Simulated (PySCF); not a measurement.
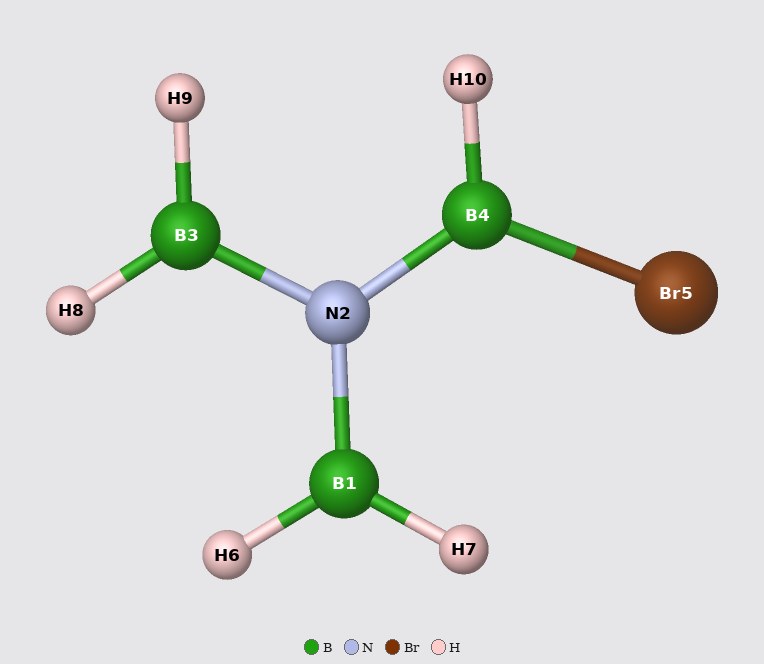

The computed structure is the end point of a GFN2-xTB optimisation. No frequency run is at hand to confirm it as a minimum. Properties computed with delta-SCF UKS SCAN, pcX-2 on the ionised atom, pcseg-1 elsewhere, spin-free X2C (PySCF 2.14.0).

Give the core-electron binding energies (to vacuum) of B1 1s, N2 1s, B4 1s.

```json
{"atom": "B1", "level": "1s", "binding energy (eV)": "196.4"}
{"atom": "N2", "level": "1s", "binding energy (eV)": "405.4"}
{"atom": "B4", "level": "1s", "binding energy (eV)": "197.3"}
```

The geometry is semi-empirical. Around B, Br such bond lengths and angles can be off by a tenth of an ångström or more and by several degrees, and values that hang on the shape move with them.
